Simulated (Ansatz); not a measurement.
**NO (nitric oxide): UCCSD/STO-3G**

What is the electronic atomisation energy of NO (nitric oxide) at UCCSD/STO-3G? 

Program for the calculation: Ansatz 0.2.0.

32 further runs of the same task are left out: 2 that didn't finish, 30 set aside as unsound or not needed.

## Step 1: Starting point

The species is NO (2 atoms), meant as a doublet with charge 0. SMILES: `[N]=O`. Geometry: relaxed at PBE0-D4/def2-TZVP.

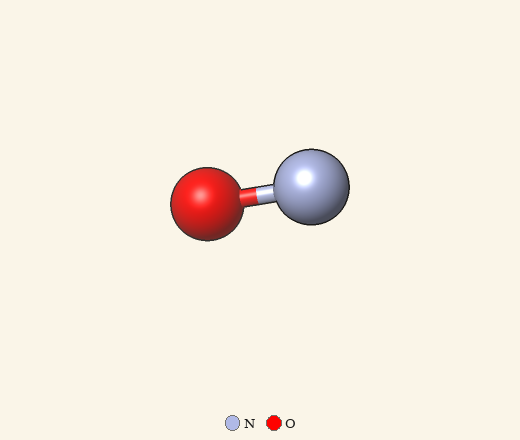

The structure, seen from a chosen angle (nitrogen light blue, oxygen red).

## Step 2: A single-point energy at UCCSD/STO-3G

File job.yaml:

```yaml
basis:
  gaussian:
    orbitals: STO-3G
crystal:
  periodic: [false, false, false]
  atoms:
    - {symbol: "N", position_ang: [-0.483620, 0.177030, -0.243990]}
    - {symbol: O, position_ang: [0.483620, -0.177030, 0.243990]}
magnetization:
  spin_polarized: true
  initial_magnetization: 1
correlation:
  method: ccsd
  frozen_orbitals: {"N": 1, O: 1}
accuracy: high
scf:
  omitted_lower_state_checks: [cluster_reference, increment]
```

The run is started by

```console
$ ansatz run job.yaml --threads 1 --pin off --max-ram 3480MiB --events-out events.jsonl --progress --plain --runs-dir runs
```

The log of the run:

```text
Warning: RAYON_NUM_THREADS=1 ignored (pool sized by the plan → 1); use --threads N
Functional definition: HF
  name "HF"
  exchange = exact_x
  correlation = 0
these checks for a lower state are left out or cut short: cluster_reference, increment
149 factors; integrals over basis functions are off by at most 3.2e-8 eV
mean field evaluation 1: about -3469.9690 eV, gradient 3.9e0 eV
mean field evaluation 2: about -3470.0251 eV, gradient 4.0e0 eV
mean field evaluation 4: about -3470.0946 eV, gradient 8.4e-1 eV
mean field evaluation 8: about -3470.1137 eV, gradient 2.5e-1 eV
mean field evaluation 16: about -3470.1742 eV, gradient 3.8e-2 eV
mean field evaluation 32: about -3470.1743 eV, gradient 1.1e-6 eV
mean field -3470.17433078 eV, -127.5265544874 hartree, gradient 2.5e-8 eV, S^2 0.911108; 2 other end points of the search recorded, 0 dependent functions left out
2 core orbitals not correlated: weight in the atoms' cores, before any rotation towards them, 1.000 or more for the frozen orbitals, at most 0.000 for the correlated occupied ones
reference -3470.17433078 eV, -127.5265544874 hartree; 6, 5 occupied and 2, 3 virtual orbitals, 149 factors
second order -2.61741245 eV of doubles, -0.00000000 eV of singles
cycle   1  -2.82753565 eV  change   -2.1e-1 eV  update   8.5e-2
cycle   2  -3.15530536 eV  change   -3.3e-1 eV  update   5.4e-2
cycle   3  -3.37949452 eV  change   -2.2e-1 eV  update   2.9e-2
cycle   4  -3.34096026 eV  change    3.9e-2 eV  update   7.7e-3
cycle   5  -3.36840308 eV  change   -2.7e-2 eV  update   3.0e-3
cycle   6  -3.36143112 eV  change    7.0e-3 eV  update   1.8e-3
cycle   7  -3.36129464 eV  change    1.4e-4 eV  update   9.1e-4
cycle   8  -3.36394464 eV  change   -2.7e-3 eV  update   3.2e-4
cycle   9  -3.36354906 eV  change    4.0e-4 eV  update   6.7e-5
cycle  10  -3.36353066 eV  change    1.8e-5 eV  update   2.2e-5
cycle  11  -3.36354330 eV  change   -1.3e-5 eV  update   7.1e-6
cycle  12  -3.36354304 eV  change    2.5e-7 eV  update   1.6e-6
cycle  13  -3.36354222 eV  change    8.3e-7 eV  update   5.6e-7
cycle  14  -3.36354168 eV  change    5.4e-7 eV  update   2.4e-7
cycle  15  -3.36354171 eV  change   -3.1e-8 eV  update   1.1e-7
cycle  16  -3.36354203 eV  change   -3.1e-7 eV  update   5.1e-8
cycle  17  -3.36354189 eV  change    1.4e-7 eV  update   2.3e-8
cycle  18  -3.36354213 eV  change   -2.4e-7 eV  update   7.1e-8
cycle  19  -3.36354231 eV  change   -1.8e-7 eV  update   4.0e-8
cycle  20  -3.36354239 eV  change   -7.9e-8 eV  update   1.3e-8
cycle  21  -3.36354242 eV  change   -3.8e-8 eV  update   5.2e-9
cycle  22  -3.36354242 eV  change   7.5e-10 eV  update   1.4e-9
cycle  23  -3.36354242 eV  change  -3.1e-10 eV  update  8.1e-10
cycle  24  -3.36354242 eV  change  -7.0e-10 eV  update  4.1e-10
Total energy: -3473.53787320 eV, -127.6501623916 hartree
Checks for a lower state left out: cluster_reference, increment
```

Run time: 0.24 s. Hardware: 1 thread of Arm Neoverse V1, shared host.

## Step 3: The N atom

File in.yaml:

```yaml
crystal:
  periodic: [false, false, false]
  atoms:
    - {symbol: "N", position_ang: [0.000000, 0.000000, 0.000000]}
basis:
  gaussian:
    orbitals: STO-3G
correlation:
  method: ccsd
  frozen_orbitals: {"N": 1}
accuracy: high
scf:
  omitted_lower_state_checks: [cluster_reference, increment]
magnetization:
  spin_polarized: true
  initial_magnetization: 3
```

Run the same way, it converges to -53.71901 Eh (log not shown).

## Step 4: The O atom at the same level

File input.yaml:

```yaml
crystal:
  periodic: [false, false, false]
  atoms:
    - {symbol: O, position_ang: [0.000000, 0.000000, 0.000000]}
basis:
  gaussian:
    orbitals: STO-3G
total_charge: 0
magnetization:
  spin_polarized: true
  initial_magnetization: 2
correlation:
  method: ccsd
  frozen_orbitals: {O: 1}
accuracy: high
scf:
  omitted_lower_state_checks: [cluster_reference, increment]
```

Run the same way, it converges to -73.80415 Eh (log not shown).

## Step 5: Summary of results

At UCCSD/STO-3G, 2 core orbitals frozen:

```
                                             quantity          value
                               molecule: total energy  -127.65016 Eh
molecule: correlation energy (2 core orbitals frozen)     -123.6 mEh
          molecule: ⟨S²⟩ of the reference determinant          0.911
                              molecule: T1 diagnostic          0.052
                                 N atom: total energy   -53.71901 Eh
   N atom: correlation energy (1 core orbital frozen)        0.0 mEh
            N atom: ⟨S²⟩ of the reference determinant          3.750
                                N atom: T1 diagnostic          0.000
                                 O atom: total energy   -73.80415 Eh
   O atom: correlation energy (1 core orbital frozen)        0.0 mEh
            O atom: ⟨S²⟩ of the reference determinant          2.000
                                O atom: T1 diagnostic          0.000
                        electronic atomisation energy       3.456 eV
```

Taking the molecule apart into free atoms costs 3.46 eV (80 kcal/mol), before zero-point energy and without spin-orbit coupling. In a minimal basis such a difference can be off by several eV, whatever the method. ⟨S²⟩ (molecule) is 0.91 where a pure doublet has 0.75: the reference is spin-contaminated. The T1 diagnostic (molecule) of 0.052 is above the customary mark for such species, so a single reference may not serve.
